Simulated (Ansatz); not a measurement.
# singlet CH5BN+ at 6 levels

Wanted: a comparison of 6 runs (HF/STO-3G, BLYP/def2-SVPD, PBE0/def2-SVPD, wB97M-V/def2-SVPD, wB97X/def2-SVPD, CCSD/def2-SVPD) of singlet CH5BN+. 

The calculation is run with Ansatz 0.2.0.

61 further runs of the same task are left out: 61 set aside as unsound or not needed.

## (1) The structure to begin with

CH5BN+ has 8 atoms, charge +1, and is taken as a singlet. SMILES of the parent species: `B[N]C`. The coordinates come from a PBE0-D4/def2-TZVP relaxation. That shape belongs to the parent species and isn't relaxed for this state.

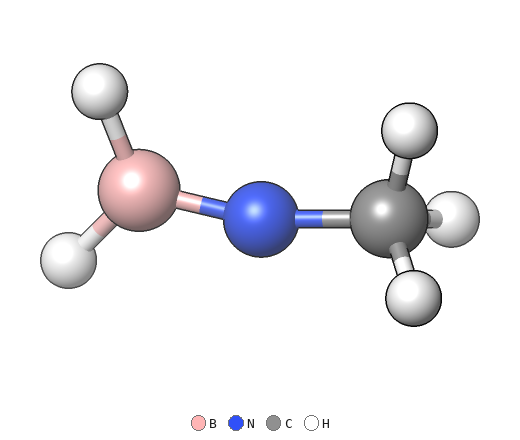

Viewed from a chosen angle; boron pink, nitrogen blue, carbon grey, hydrogen white.

## (2) A single-point energy at HF/STO-3G (run 1)

Contents of in.yaml:

```yaml
crystal:
  periodic: [false, false, false]
  atoms:
    - {symbol: B, position_ang: [-0.373900, 1.096100, -0.965000]}
    - {symbol: "N", position_ang: [0.058500, 0.275600, -0.008700]}
    - {symbol: C, position_ang: [0.339600, -0.835900, 0.776800]}
    - {symbol: H, position_ang: [-1.007800, 0.632300, -1.885400]}
    - {symbol: H, position_ang: [-0.143000, 2.276400, -0.921600]}
    - {symbol: H, position_ang: [-0.096400, -0.755000, 1.778600]}
    - {symbol: H, position_ang: [1.416200, -1.018200, 0.865300]}
    - {symbol: H, position_ang: [-0.101000, -1.728600, 0.304400]}
basis:
  gaussian:
    orbitals: STO-3G
accuracy: high
hamiltonian:
  xc: hf
magnetization:
  spin_polarized: false
  initial_magnetization: 0
total_charge: 1
output: {orbitals: {seedname: orbitals}}
```

On the command line:

```
$ ansatz run in.yaml --threads 1 --pin off --max-ram 3480MiB --events-out events.jsonl --progress --plain --runs-dir runs
```

The log of the run:

```text
Warning: RAYON_NUM_THREADS=1 ignored (pool sized by the plan → 1); use --threads N
Functional definition: HF
  name "HF"
  exchange = exact_x
  correlation = 0
368 factors; integrals over basis functions are off by at most 1.1e-8 eV
mean field evaluation 1: about -3210.9871 eV, gradient 2.3e1 eV
mean field evaluation 2: about -3211.0620 eV, gradient 2.3e1 eV
mean field evaluation 4: about -3213.5128 eV, gradient 3.9e0 eV
mean field evaluation 8: about -3213.6735 eV, gradient 3.2e-2 eV
mean field evaluation 16: about -3209.7820 eV, gradient 4.8e0 eV
mean field -3213.67349692 eV, -118.1003227055 hartree, gradient 2.2e-8 eV, S^2 0.000000; 0 other end points of the search recorded, 0 dependent functions left out
reference -3213.67349692 eV, -118.1003227055 hartree; 11, 11 occupied and 9, 9 virtual orbitals, 368 factors
Total energy: -3213.67349692 eV, -118.1003227055 hartree
```

Run time: 0.18 s. Hardware: 1 thread of Arm Neoverse N1, shared host.

## (3) The energy at BLYP/def2-SVPD (run 2)

Contents of in.yaml:

```yaml
basis:
  gaussian: {orbitals: def2-SVPD}
crystal:
  periodic: [false, false, false]
  atoms:
    - {symbol: B, position_ang: [-0.373900, 1.096100, -0.965000]}
    - {symbol: N, position_ang: [0.058500, 0.275600, -0.008700]}
    - {symbol: C, position_ang: [0.339600, -0.835900, 0.776800]}
    - {symbol: H, position_ang: [-1.007800, 0.632300, -1.885400]}
    - {symbol: H, position_ang: [-0.143000, 2.276400, -0.921600]}
    - {symbol: H, position_ang: [-0.096400, -0.755000, 1.778600]}
    - {symbol: H, position_ang: [1.416200, -1.018200, 0.865300]}
    - {symbol: H, position_ang: [-0.101000, -1.728600, 0.304400]}
total_charge: 1
hamiltonian: {xc: {name: BLYP}}
accuracy: high
output: {orbitals: {seedname: orbitals}}
```

On the command line:

```
$ ansatz run in.yaml --threads 1 --pin off --max-ram 3480MiB --events-out events.jsonl --progress --plain --runs-dir runs
```

The log of the run:

```text
Warning: RAYON_NUM_THREADS=1 ignored (pool sized by the plan → 1); use --threads N
Functional definition: BLYP
  name "BLYP"
  parameter beta = 0.0042
  parameter a = 0.04918
  parameter b = 0.132
  parameter c = 0.2533
  parameter d = 0.349
  exchange = b88_x(beta = beta)
  correlation = lyp_c(a = a, b = b, c = c, d = d)
2079 factors; integrals over basis functions are off by at most 3.1e-9 eV
mean field evaluation 1: about -3249.9308 eV, gradient 9.3e1 eV
mean field evaluation 2: about -3174.7384 eV, gradient 1.7e2 eV
mean field evaluation 4: about -3268.1650 eV, gradient 3.4e1 eV
mean field evaluation 8: about -3270.8213 eV, gradient 9.9e-2 eV
mean field evaluation 16: about -3270.8214 eV, gradient 1.1e-5 eV
mean field -3270.82140553 eV, -120.2004696109 hartree, gradient 3.5e-8 eV, S^2 0.000000; 0 other end points of the search recorded, 0 dependent functions left out
reference -3270.82146210 eV, -120.2004716898 hartree; 11, 11 occupied and 89, 89 virtual orbitals, 2079 factors
Total energy: -3270.82146210 eV, -120.2004716898 hartree
```

Run time: 10 s. Hardware: 1 thread of Arm Neoverse N1, shared host; peak memory 0.25 GiB.

Run 3 isn't shown in full; the table further down has it.

## (4) A single-point energy at wB97M-V/def2-SVPD (run 4)

Contents of job.yaml:

```yaml
basis:
  gaussian: {orbitals: def2-SVPD}
crystal:
  periodic: [false, false, false]
  atoms:
    - symbol: B
      position_ang: [-0.373900, 1.096100, -0.965000]
    - symbol: N
      position_ang: [0.058500, 0.275600, -0.008700]
    - symbol: C
      position_ang: [0.339600, -0.835900, 0.776800]
    - symbol: H
      position_ang: [-1.007800, 0.632300, -1.885400]
    - symbol: H
      position_ang: [-0.143000, 2.276400, -0.921600]
    - symbol: H
      position_ang: [-0.096400, -0.755000, 1.778600]
    - symbol: H
      position_ang: [1.416200, -1.018200, 0.865300]
    - symbol: H
      position_ang: [-0.101000, -1.728600, 0.304400]
accuracy: high
total_charge: 1
hamiltonian: {xc: {name: wB97M-V}}
output: {orbitals: {seedname: orbitals}}
```

On the command line:

```
$ ansatz run job.yaml --threads 1 --pin off --max-ram 3480MiB --events-out events.jsonl --progress --plain --runs-dir runs
```

The log of the run:

```text
Warning: RAYON_NUM_THREADS=1 ignored (pool sized by the plan → 1); use --threads N
Functional definition: wB97M-V
  name "wB97M-V"
  parameter omega = 0.3/bohr
  parameter cx = 0.15
  parameter cx01 = 1.007
  parameter cx10 = 0.259
  parameter css00 = 0.443
  parameter css04 = -1.437
  parameter css10 = -4.535
  parameter css20 = -3.390
  parameter css43 = 4.278
  parameter cos00 = 1.000
  parameter cos10 = 1.358
  parameter cos20 = 2.924
  parameter cos21 = -8.812
  parameter cos60 = -1.390
  parameter cos61 = 9.142
  parameter b = 6.0
  parameter c = 0.01
  gx(w, u) = 1 - cx + cx01*u + cx10*w
  gss(w, u) = css00 + css04*u^4 + css10*w + css20*w^2 + css43*w^4*u^3
  gos(w, u) = cos00 + cos10*w + (cos20 + cos21*u)*w^2 + (cos60 + cos61*u)*w^6
  exchange = spin_sum(e_x_unif_sr(omega)*gx(b97_w, b97_u_x)) + cx*exact_x_sr(omega) + exact_x_lr(omega)
  correlation = spin_sum(e_c_pw_mod_same_spin*gss(b97_w, b97_u_same))
      + integral(e_c_pw_mod_opposite_spin*gos(b97_w_opposite, b97_u_opposite)) + vv10(b, c)
2079 factors; integrals over basis functions are off by at most 3.1e-9 eV
426 factors; integrals over basis functions are off by at most 1.9e-9 eV
mean field evaluation 1: about -3259.6491 eV, gradient 6.4e1 eV
mean field evaluation 2: about -3250.4769 eV, gradient 8.8e1 eV
mean field evaluation 4: about -3269.8055 eV, gradient 4.3e0 eV
mean field evaluation 8: about -3269.8690 eV, gradient 9.3e-2 eV
mean field evaluation 16: about -3269.8690 eV, gradient 5.5e-5 eV
mean field -3269.86904843 eV, -120.1654711331 hartree, gradient 5.6e-8 eV, S^2 0.000000; 0 other end points of the search recorded, 0 dependent functions left out
reference -3269.86905415 eV, -120.1654713432 hartree; 11, 11 occupied and 89, 89 virtual orbitals, 2079 factors
Total energy: -3269.86905415 eV, -120.1654713432 hartree
```

Wall time 75 s (1 thread of Arm Neoverse N1, shared host); peak memory 0.51 GiB.

Run 5 isn't shown in full; the table further down has it.

## (5) The energy at CCSD/def2-SVPD (run 6)

Contents of input.yaml:

```yaml
basis:
  gaussian: {orbitals: def2-SVPD}
crystal:
  periodic: [false, false, false]
  atoms:
    - {symbol: B, position_ang: [-0.373900, 1.096100, -0.965000]}
    - {symbol: N, position_ang: [0.058500, 0.275600, -0.008700]}
    - {symbol: C, position_ang: [0.339600, -0.835900, 0.776800]}
    - {symbol: H, position_ang: [-1.007800, 0.632300, -1.885400]}
    - {symbol: H, position_ang: [-0.143000, 2.276400, -0.921600]}
    - {symbol: H, position_ang: [-0.096400, -0.755000, 1.778600]}
    - {symbol: H, position_ang: [1.416200, -1.018200, 0.865300]}
    - {symbol: H, position_ang: [-0.101000, -1.728600, 0.304400]}
total_charge: 1
correlation: {method: ccsd, frozen_orbitals: {B: 1, C: 1, H: 0, "N": 1}}
accuracy: high
scf: {omitted_lower_state_checks: [cluster_reference, increment]}
```

On the command line:

```
$ ansatz run input.yaml --threads 1 --pin off --max-ram 3480MiB --events-out events.jsonl --progress --plain --runs-dir runs
```

The log of the run:

```text
Warning: RAYON_NUM_THREADS=1 ignored (pool sized by the plan → 1); use --threads N
[... 12 lines left out ...]
3 core orbitals not correlated: weight in the atoms' cores, before any rotation towards them, 1.000 or more for the frozen orbitals, at most 0.000 for the correlated occupied ones
[... 32 lines left out ...]
Total energy: -3261.97029065 eV, -119.8751971386 hartree
Checks for a lower state left out: cluster_reference, increment
```

It took 32 s on 1 thread of Arm Neoverse N1, shared host; peak memory 0.81 GiB.

## (6) Overview of the runs

| run | level | frozen core orbitals | energy (Eh) | HOMO energy (eV) | LUMO energy (eV) | HOMO–LUMO gap (eV) | wall time |
| --- | --- | --- | --- | --- | --- | --- | --- |
| 1 | HF/STO-3G | – | -118.100323 | -19.04 | -6.03 | 13.01 | 0.18 s |
| 2 | BLYP/def2-SVPD | – | -120.200472 | -13.70 | -12.41 | 1.29 | 10 s |
| 3 | PBE0/def2-SVPD | – | -120.085393 | -15.31 | -11.65 | 3.66 | 10 s |
| 4 | wB97M-V/def2-SVPD | – | -120.165471 | -17.74 | -9.44 | 8.30 | 75 s |
| 5 | wB97X/def2-SVPD | – | -120.195541 | -17.85 | -9.49 | 8.37 | 37 s |
| 6 | CCSD/def2-SVPD | 3 | -119.875197 | – | – | – | 32 s |

## (7) Results

| quantity | value |
| --- | --- |
| run 6: total energy | -119.87520 Eh |
| run 6: correlation energy (3 core orbitals frozen) | -432.2 mEh |
| run 6: T1 diagnostic | 0.044 |

What this shows: Over runs 1, 2, 3, 4, 5 the HOMO–LUMO gap runs from 1.29 eV (BLYP/def2-SVPD) to 13.01 eV (HF/STO-3G). The two ends differ in method and basis. Totals of different functionals can't be ranked against each other. In run 6 the T1 diagnostic is large, so a single reference may not serve. In run 6 the log says that unrestricted orbitals would lower the reference, so the values rest on an unstable closed-shell determinant (other closed-shell runs at this shape may share the fault). In run 1 the basis is minimal, so the values are rough. All runs together took 2.7 min, the longest 75 s.
